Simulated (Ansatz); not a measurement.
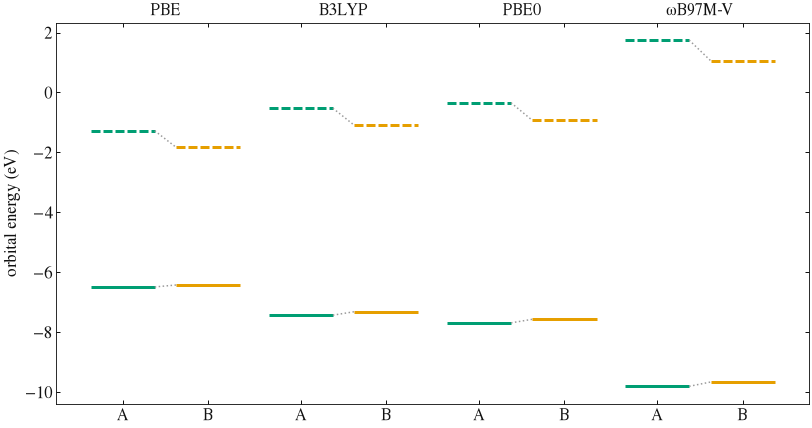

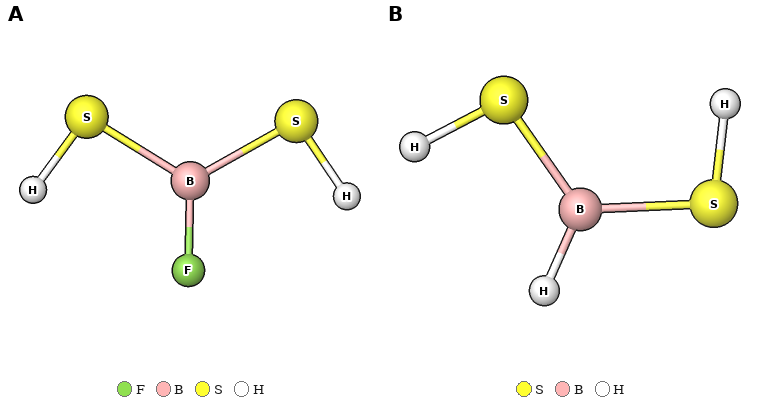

One change: A, BH₂S₂F (SMILES FB(S)S), becomes B, BH₃S₂ (SMILES SBS). F on B is replaced by H. HOMO (solid) and LUMO (dashed) computed in def2-TZVPP at PBE0-D4/def2-TZVP geometries, both minima by their frequencies, gas phase, the Ansatz code 0.2.0. Empty levels above zero depend strongly on the basis.

What does the change do to HOMO and LUMO?

Answer. PBE: the HOMO rises by 0.06 eV, the LUMO falls by 0.55 eV, and the separation goes from 5.21 to 4.60 eV. B3LYP: the HOMO rises by 0.12 eV, the LUMO falls by 0.57 eV, and the separation goes from 6.91 to 6.23 eV. PBE0: the HOMO rises by 0.12 eV, the LUMO falls by 0.59 eV, and the separation goes from 7.35 to 6.64 eV. ωB97M-V: the HOMO rises by 0.14 eV, the LUMO falls by 0.68 eV, and the separation goes from 11.56 to 10.73 eV.

Do the functionals agree on the effect?

Answer. They agree on the direction for both levels; the HOMO shift lies between 0.06 and 0.14 eV and the LUMO shift between −0.68 and −0.55 eV, while the separations themselves differ by up to 6.3 eV between functionals.
